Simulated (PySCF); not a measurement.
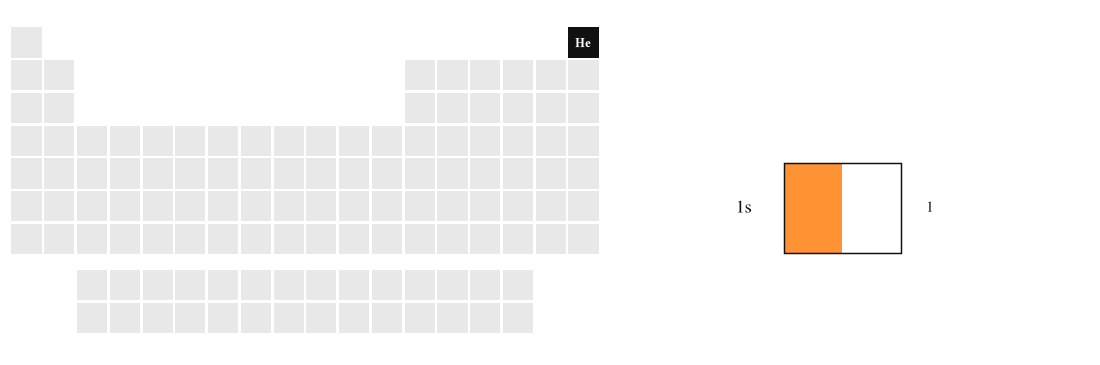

**Figure 1.** Left, the place of helium in the periodic table; right, the outer shells of the nominal configuration: a box for each of the 2l + 1 orbitals, shaded by the share of the shell that is filled, with the electron count at the right.

Run report: He⁺, atomic calculation

System: He⁺, configuration 1s1, multiplicity 2.
Method: unrestricted LDA, cc-pVDZ, non-relativistic, point nucleus (PySCF).

## Input
```python
from pyscf import gto, scf, dft, mp, cc
import basis_set_exchange as bse
mol = gto.M(atom="He 0 0 0", charge=1, spin=1, symmetry="D2h",
            basis=gto.basis.parse(bse.get_basis("cc-pVDZ", elements=["He"], fmt="nwchem", header=False)))
mf = dft.UKS(mol, xc="LDA,VWN")
mf.irrep_nelec = {'Ag': (1, 0)}
mf.kernel()
```

The script is an equivalent of what the driver set up; the driver computed the properties (radii, ⟨L²⟩, response) afterwards. It also set what the script leaves out: max_cycle = 2, guess = minao. It held the occupations shell by shell, which the script's counts by irreducible representation don't always enforce.

The run was one of a batch that the task file lists, launched with:
```bash
OMP_NUM_THREADS=1 python <driver script> TASK.json OUT
```

## The program's output (extracts)
```
damping factor = 0
level_shift factor = 0
DIIS = <class 'pyscf.scf.diis.CDIIS'>
diis_start_cycle = 1
diis_space = 10
diis_damp = 0
SCF conv_tol = 1e-09
SCF conv_tol_grad = None
number electrons alpha = 1  beta = 0
irrep_nelec {'Ag': (1, 0), 'B1u': (0, 0), 'B2u': (0, 0), 'B3u': (0, 0)}
XC functionals = LDA,VWN
    P. A. M. Dirac.,  Math. Proc. Cambridge Philos. Soc. 26, 376 (1930)
    F. Bloch.,  Z. Phys. 57, 545 (1929)
    S. H. Vosko, L. Wilk, and M. Nusair.,  Can. J. Phys. 58, 1200 (1980)
alpha HOMO (Ag) = -0.54537601009802  LUMO (Ag) = 1.09629157709348

WARN: HOMO -0.54537601009802 >= LUMO -0.54537601009802

cycle= 1 E= -1.88646462514619  delta_E= 0.939  |g|= 0.313  |ddm|= 0.993
alpha HOMO (Ag) = -1.58534264227902  LUMO (Ag) = 0.305208170646103
  HOMO = -1.58534264228  LUMO = -1.14898777919  gap/eV = 11.87382
cycle= 2 E= -1.93612422713872  delta_E= -0.0497  |g|= 0.0203  |ddm|= 0.964
SCF not converged.
SCF energy = -1.93612422713872 after 2 cycles  <S^2> = 0.75  2S+1 = 2
```

## What the run reported

- outcome: not converged
- total energy: −1.936124 hartree
- kinetic energy: 1.962660 hartree
- ⟨S²⟩: 0.750
- SCF iterations: 2
- hardware: 1 thread of Arm Neoverse V1, 23 GiB of memory available, shared host

## Diagnosis

One thing in this input was made wrong on purpose: too few SCF iterations. The run did not meet its convergence test in 2 iterations, so its last values are not results.
